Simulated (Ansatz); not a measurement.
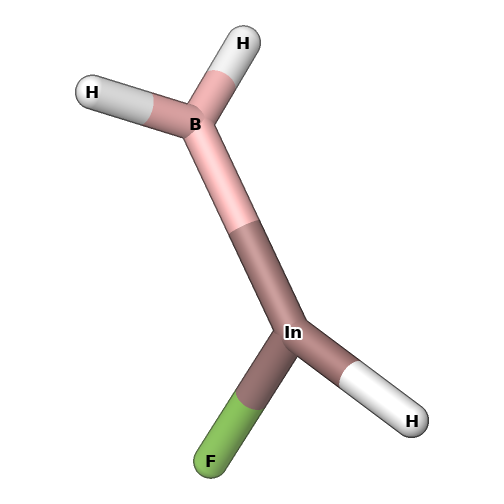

Rendered structure (stick style).

Describe the molecule.

Formula BFH₃In. As SMILES it reads `[BH2][InH][F]`. Among its groups: B–H bond. The point group is Cs. Coordination: 1 B trigonal planar; 1 In trigonal planar.

The parts below concern this one geometry. Atoms keep their numbers from picture to picture. The computed structure is the end point of a PBE0-D4/def2-TZVP optimisation.

Geometry

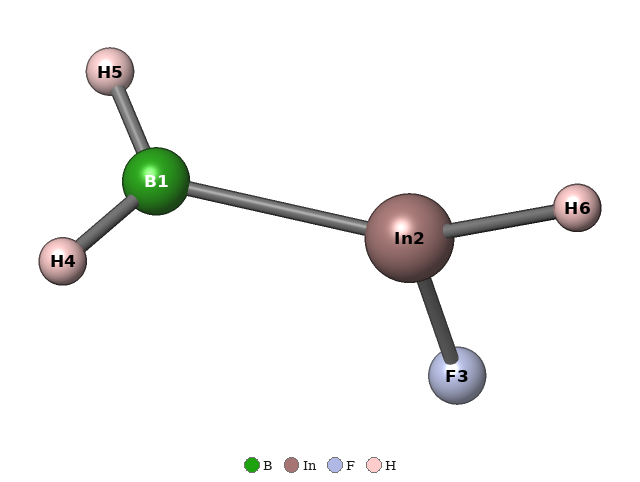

Atoms carry their numbers in the input.

Estimate the angles In2–B1–H4, H4–B1–H5, B1–In2–F3, B1–In2–H6, F3–In2–H6.

| angle | degrees |
| --- | --- |
| In2–B1–H4 | 121.0 |
| H4–B1–H5 | 118.0 |
| B1–In2–F3 | 108.0 |
| B1–In2–H6 | 143.9 |
| F3–In2–H6 | 108.1 |

Levels of theory compared

Program: Ansatz 0.2.0.

Compare HOMO–LUMO gap (eV), dipole (D), vertical IP (eV) at these levels: B3LYP-D4/def2-TZVPP; PBE-D4/def2-TZVPP; r2SCAN-D4/def2-TZVPP; ωB97M-V/def2-TZVPP.

```json
{"level": "B3LYP-D4/def2-TZVPP", "HOMO–LUMO gap (eV)": "4.64", "dipole (D)": "3.52", "vertical IP (eV)": "10.07"}
{"level": "PBE-D4/def2-TZVPP", "HOMO–LUMO gap (eV)": "2.81", "dipole (D)": "3.26", "vertical IP (eV)": "9.75"}
{"level": "r2SCAN-D4/def2-TZVPP", "HOMO–LUMO gap (eV)": "3.46", "dipole (D)": "3.40", "vertical IP (eV)": "9.86"}
{"level": "ωB97M-V/def2-TZVPP", "HOMO–LUMO gap (eV)": "9.11", "dipole (D)": "3.52", "vertical IP (eV)": "10.25"}
```

Vibrations

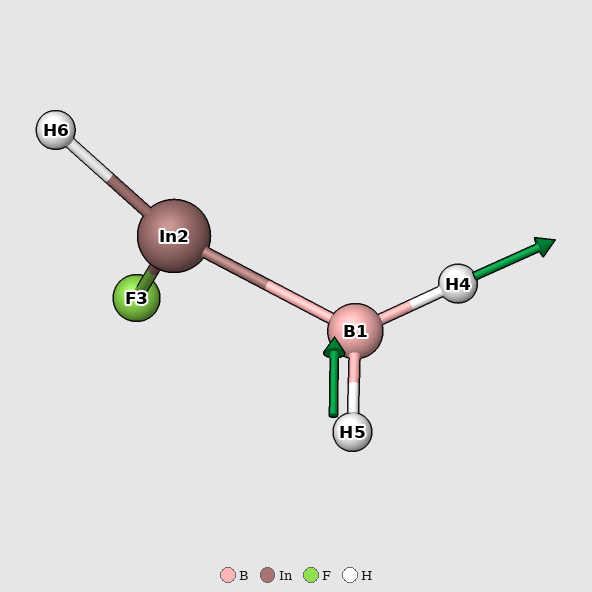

The arrows show one normal mode. Harmonic vibrations computed with RKS PBE0-D4/def2-TZVP, core potentials on In (Ansatz 0.2.0) at a stationary point of the same level.

**What kind of motion is it?**

Mostly out-of-phase stretching of 2 B–H bonds.

**Estimate its harmonic wavenumber.**

2691 cm⁻¹; it is mode 12 of 12 counted from the lowest.

Charges

The questions are on Mulliken charges. Level of theory: RKS PBE0-D4/def2-TZVP, core potentials on In (Ansatz 0.2.0).

Give the Mulliken charges atom by atom.

```tsv
atom	value (e)
B1	−0.17
In2	0.67
F3	−0.52
H4	0.05
H5	0.05
H6	−0.08
```

Thermal motion

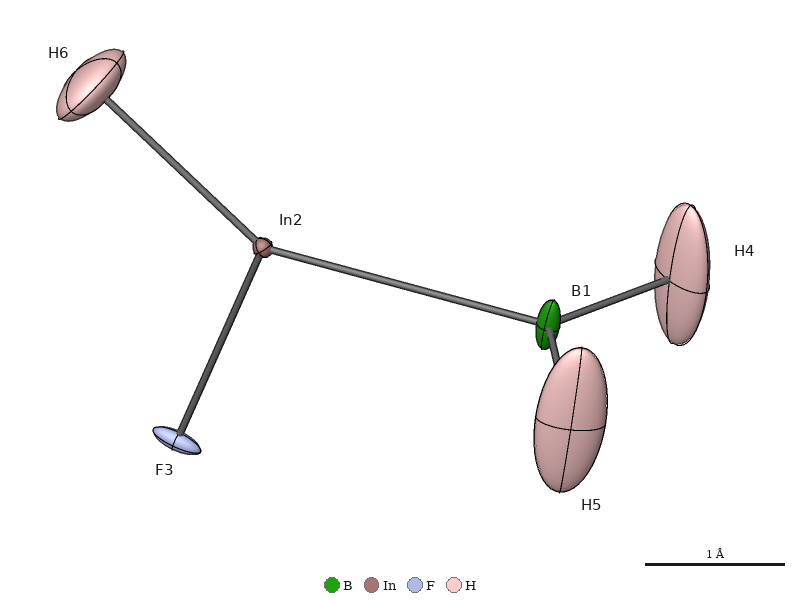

Displacement ellipsoids at the 50 % level, from the internal vibrations of the free molecule (harmonic, no overall translation or rotation; no half-axis is drawn under 0.075 Å). Vibrations computed with RKS PBE0-D4/def2-TZVP, core potentials on In (Ansatz 0.2.0). Temperature: 298 K.

Give the displacement parameters, one line for each set of equivalent atoms.

```
  atom  U_eq (Å²)   rms amplitudes (Å)
    B1     0.0083  0.024, 0.056, 0.145
   In2    0.00030  0.006, 0.008, 0.029
    F3     0.0057  0.021, 0.039, 0.123
H4, H5     0.0671  0.082, 0.163, 0.410
    H6     0.0355  0.097, 0.204, 0.235
```

Mulliken values depend strongly on the basis set and can even reverse the polarity of a bond.
